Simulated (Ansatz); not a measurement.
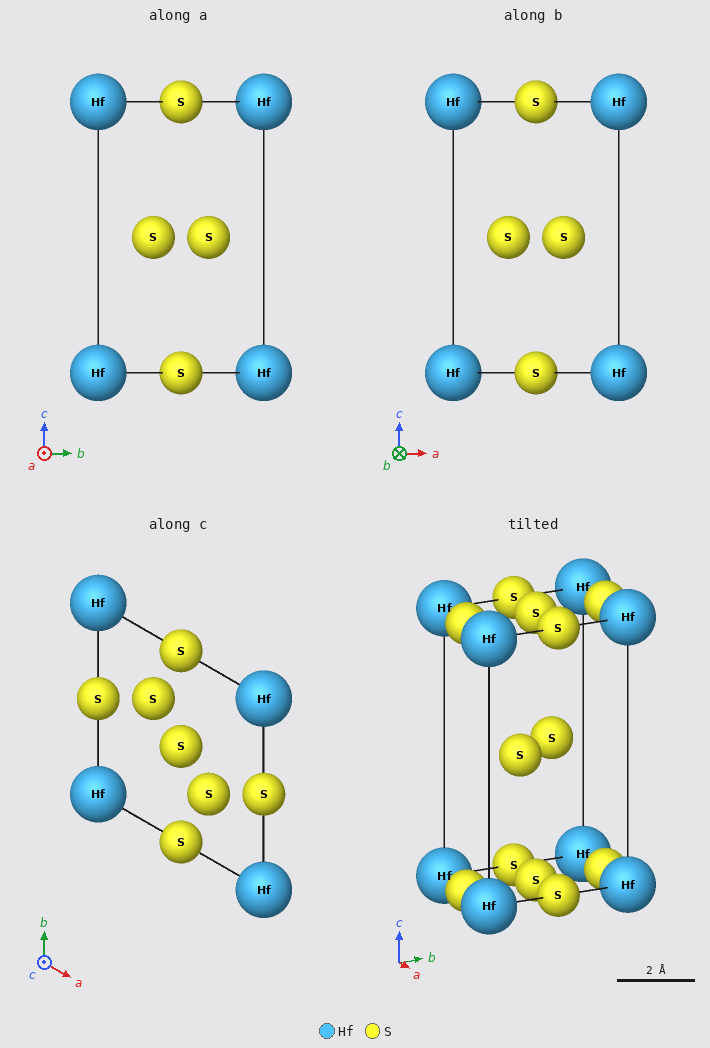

Drawn in the spheres-only manner and seen along the a axis, along the b axis, along the c axis and slightly off an axis. The wireframe shows the conventional unit cell.

Lattice parameters: a = 5.032 Å, b = 5.032 Å, c = 7.132 Å, α = 90.00°, β = 90.00°, γ = 120.00°.

Reconstruct the structure as a table of Wyckoff sites.

Answer. Space group P6/mmm (No. 191).
```tsv
atom	site	x	y	z
Hf	1a	0.0000	0.0000	0.0000
S	2d	0.6667	0.3333	0.5000
S	3f	0.5000	0.5000	0.0000
```

Provenance: a random cell made by a generator, so it need not be a real form of the compound. The final geometry of a relaxation with DFT PBE, scalar-relativistic, plane waves, PAW in Ansatz 0.2.0 is shown.
